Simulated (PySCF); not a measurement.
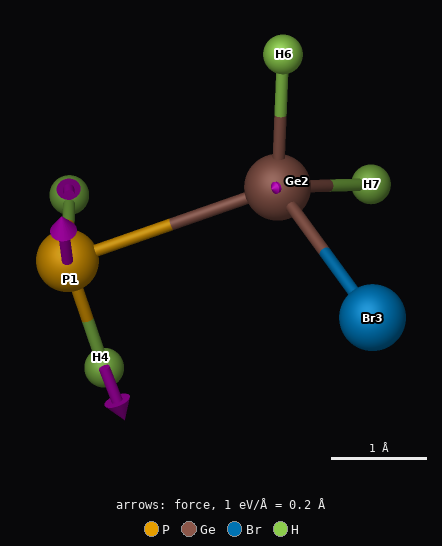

Starting geometry of GePH4Br with the computed forces as purple arrows. The picture is a ball-and-stick view, seen at a tilt.

The start comes from GFN2-xTB. Its atoms were then displaced at random by about 0.03 Å.

These are results of PBE0-D3(BJ)/def2-SVP geometry optimisation, gas phase (PySCF 2.14.0, density-fitted response routines), not measurements. 

> Is this structure relaxed? If not, where do the atoms go?

It isn't relaxed: the largest force vector, on the P atom, is 3.74 eV/Å. The final displacements follow the starting forces only in part (cosine between the two patterns 0.40). The energy falls by 28.7 kJ/mol in 7 geometry steps. The atom that moves furthest after the best rigid fit is an H atom (0.16 Å). By element the largest moves are H 0.16 Å, P 0.11 Å, Br 0.10 Å, Ge 0.02 Å. Among the contacts that change: H–P 1.312 → 1.428 Å, Ge–P 2.390 → 2.318 Å, H–P 1.365 → 1.432 Å, Ge–H 1.526 → 1.539 Å. Bond angles that change, for instance: H–Ge–H 106.3° → 111.1°, P–Ge–Br 110.0° → 105.7°, Br–Ge–H 103.5° → 107.2°.
